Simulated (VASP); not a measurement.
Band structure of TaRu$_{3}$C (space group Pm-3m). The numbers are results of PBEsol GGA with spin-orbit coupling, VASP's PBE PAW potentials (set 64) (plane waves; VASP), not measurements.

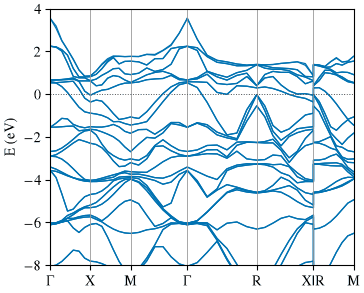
*Bands along high-symmetry lines, zero at the valence-band maximum or, without a gap, the Fermi level*

Question: Read the plot: is there a gap, and where are the band edges?

Answer: It has no gap at this level: it comes out as a metal or semimetal.

The structure comes from a computed database's TaRu3C entry (Pm-3m); how it stands against other phases isn't given here. It was relaxed first.
